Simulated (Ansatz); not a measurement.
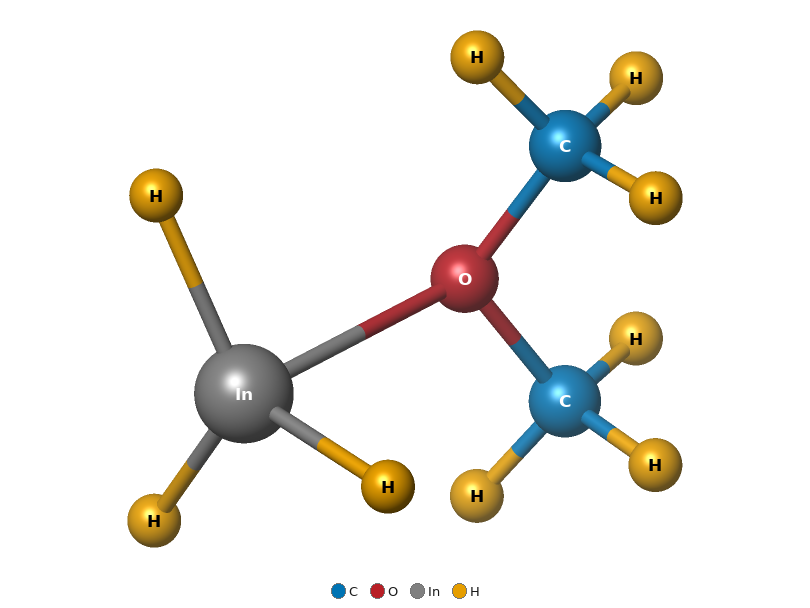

Rendered structure (ball-and-stick style).

The computed structure is the end point of a PBE0-D4/def2-TZVP optimisation.

> Count the atoms of each element.

C₂H₉InO, 13 atoms: 2 carbon, 9 hydrogen, 1 indium and 1 oxygen.

> How many sets of symmetry-equivalent atoms are there?

8: 2 C, 1 O, 1 In, 2 H, 2 H, 2 H, 2 H, 1 H.

> Count the bonded pairs by element.

6 C–H, 3 In–H, 2 C–O, 1 In–O.

The parts below concern this one geometry. Atoms keep their numbers from picture to picture.

**Shape**

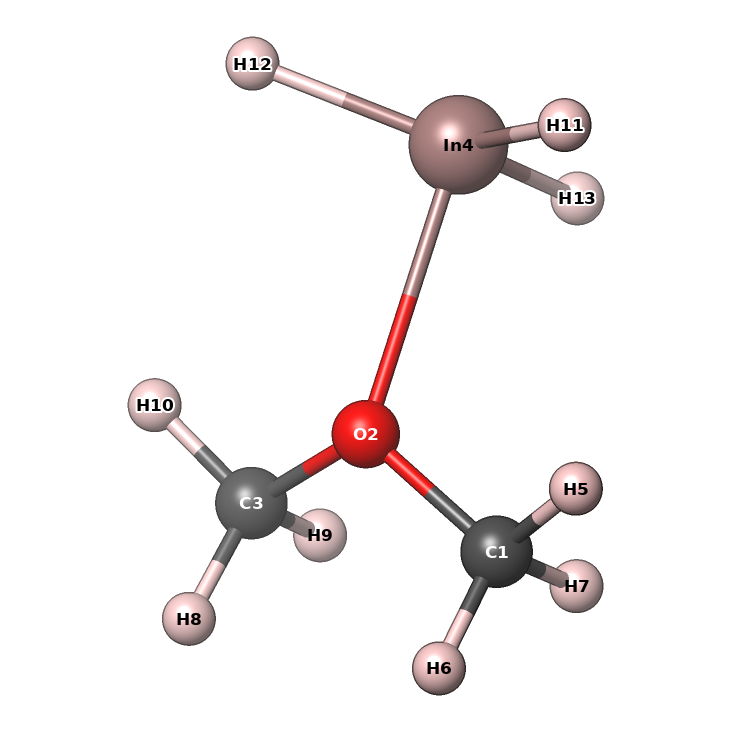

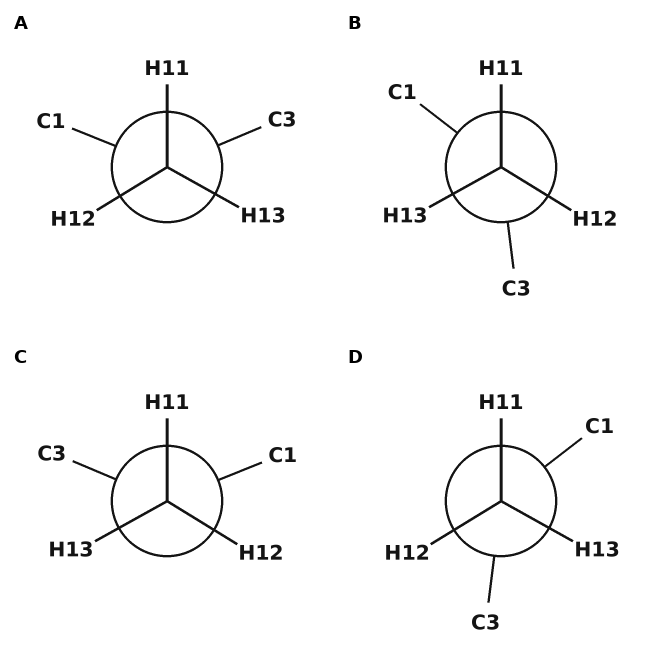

Depth is shown by fading: the farther an atom, the more it takes the colour of the background. Bonds that would overlap in a projection are set slightly apart.

> Which Newman projection shows the view along In4–O2, with In4 in front?

B. The torsion angle H11–In4–O2–C1 is −52°, synclinal (gauche).

**Levels of theory compared**

Program: Ansatz 0.2.0.

Tabulate HOMO–LUMO gap (eV), dipole (D) at these levels: B3LYP-D4/def2-TZVPP; PBE-D4/def2-TZVPP; r2SCAN-D4/def2-TZVPP; ωB97M-V/def2-TZVPP.

```
               level  HOMO–LUMO gap (eV)  dipole (D)
 B3LYP-D4/def2-TZVPP                6.60        3.73
   PBE-D4/def2-TZVPP                5.08        3.66
r2SCAN-D4/def2-TZVPP                5.74        3.71
  ωB97M-V/def2-TZVPP               10.56        3.71
```

**Vibrations**

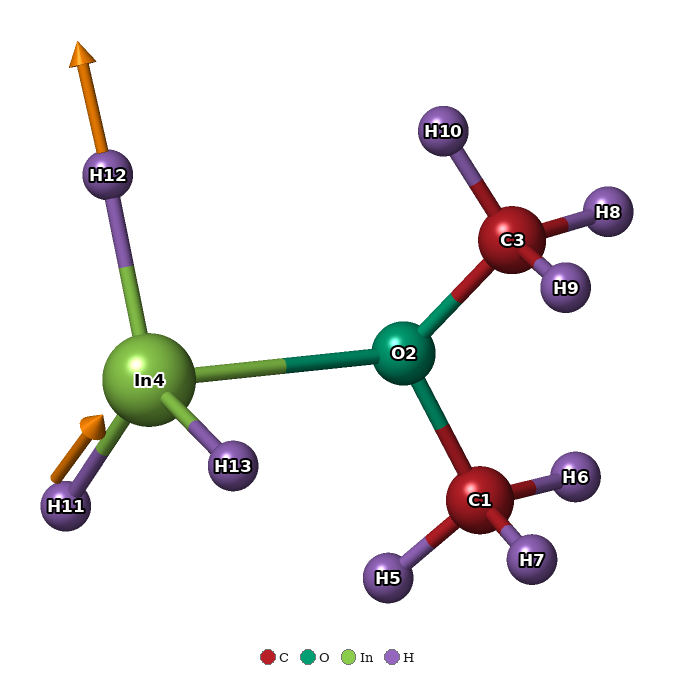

The arrows show one normal mode. Harmonic vibrations computed with RKS PBE0-D4/def2-TZVP, core potentials on In (Ansatz 0.2.0) at a stationary point of the same level.

> What kind of motion is it?

Mostly out-of-phase stretching of 2 In–H bonds.

> Estimate its harmonic wavenumber.

1786 cm⁻¹; it is mode 26 of 33 counted from the lowest.

**Charges**

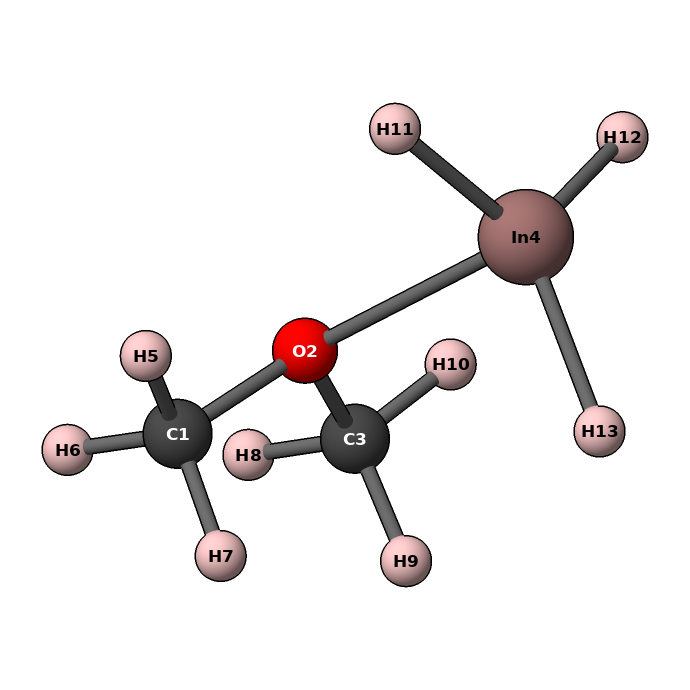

The questions are on Mulliken charges. Method: RKS PBE0-D4/def2-TZVP, core potentials on In (Ansatz 0.2.0).

> Which atom carries the highest charge (most positive or least negative)?

In4 (0.31 e).

> And the lowest?

O2 (−0.28 e).

List the Mulliken charges.

```csv
atom,value (e)
C1,−0.22
O2,−0.28
C3,−0.22
In4,0.31
H5,0.16
H6,0.13
H7,0.14
H8,0.13
H9,0.14
H10,0.16
H11,−0.15
H12,−0.15
H13,−0.15
```

Mulliken values depend strongly on the basis set and can even reverse the polarity of a bond.
